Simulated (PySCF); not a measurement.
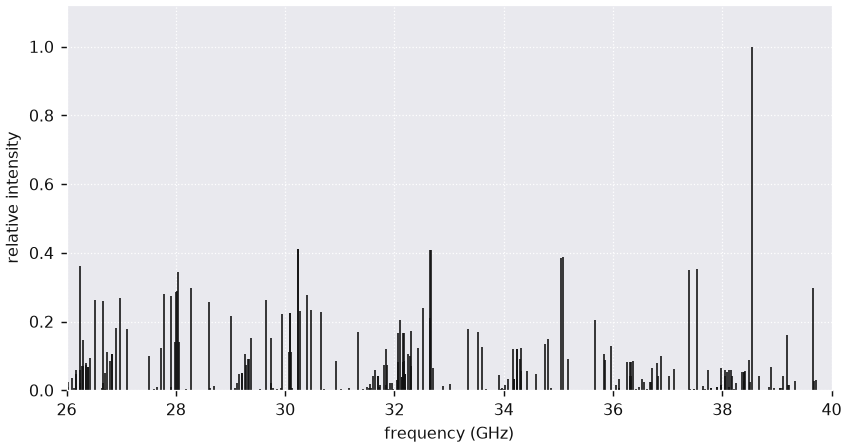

Simulated rotational absorption lines between 26 and 40 GHz at 3 K: rigid rotor with the equilibrium constants and dipole of one optimised conformer (PBE0-D3(BJ)/def2-SVP, PySCF 2.14.0), commonest isotopes; no centrifugal distortion, hyperfine structure, internal rotation or nuclear-spin weights; lines within 1 MHz of each other are summed.

### Which molecule gives this spectrum?
A. C₂H₆BNO₃, SMILES CC(=O)NB(O)O
B. C₃H₅BF₂S, SMILES C=C(SC)B(F)F
C. C₈H₁₄OSi (Si(vinyl)3(OEt)), SMILES C=C[Si](C=C)(C=C)OCC
D. C₂H₃BN₂Se, SMILES N#C[BH2-][N+]#C[SeH]

Option B. Rotational constants A, B, C = 4.148, 1.372, 1.038 GHz, |μa|, |μb|, |μc| = 2.25, 1.67, 0.01 D.

Note: coarse grid, loose stop and no frequency check, small forces are noise and the end may be a saddle.
